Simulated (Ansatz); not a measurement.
System: CH₅ClOSi (SMILES CO[SiH2]Cl).

Input file:

```
crystal:
  periodic: [false, false, false]
  atoms:
    - symbol: C
      position_ang: [-0.841000, 0.987400, 0.447000]
    - symbol: O
      position_ang: [0.418200, 0.685500, -0.117200]
    - symbol: Si
      position_ang: [0.891200, -0.804900, -0.562600]
    - symbol: Cl
      position_ang: [0.958100, -2.072600, 1.056300]
    - symbol: H
      position_ang: [-0.939900, 2.072400, 0.489700]
    - symbol: H
      position_ang: [-0.920800, 0.584000, 1.460600]
    - symbol: H
      position_ang: [-1.659100, 0.583600, -0.159700]
    - symbol: H
      position_ang: [2.251500, -0.671700, -1.115300]
    - symbol: H
      position_ang: [-0.069600, -1.410100, -1.515800]
basis:
  gaussian:
    orbitals: 6-31++G_st__st_-spherical.json
    fitting:
      mean_field: def2-universal-jkfit
hamiltonian:
  xc: {name: wB97X}
  dispersion: {method: d3bj, functional: pbe}
accuracy: low
output:
  forces: true
  orbitals: {seedname: orbitals}
```

Run with:

```sh
ansatz run in.yaml --threads 1 --pin off --max-ram 2610MiB --events-out events.jsonl --progress --plain --runs-dir runs
```

Geometry: PBE0-D4/def2-TZVP.

The calculation used isolated molecule in a Gaussian basis; Kohn-Sham density functional theory, functional wB97X (Ansatz 0.2.0).

### Predict the electron density and electron localisation function between the atoms.

C–O (1.41 Å): the density is about 2 e/Å³ at the midpoint, with its minimum of 1.7 e/Å³ about 0.5 Å from C; the ELF peaks at about 0.90 between the atoms; a shared but strongly polarised pair.
Si–O (1.63 Å): the density is about 1.2 e/Å³ at the midpoint; the ELF peaks at about 0.85 between the atoms, as expected for a polar covalent bond.
C–H (1.09 Å): the density is about 2.1 e/Å³ at the midpoint; the ELF climbs to about 1 towards the hydrogen, as it does in any bond to H; a covalent bond by its length.
Si–H (1.47 Å): ρ is about 0.83 e/Å³ halfway; the ELF climbs to about 1 towards the hydrogen.

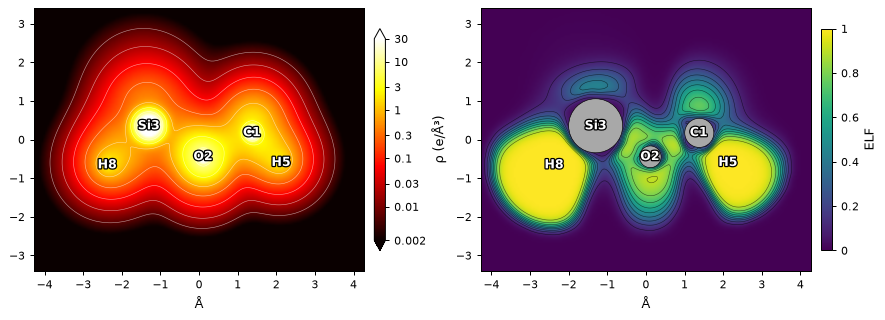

Computed electron density and electron localisation function on the plane of atoms C1, O2 and Si3, in this order. Grey discs cover the atomic cores in the ELF map. 
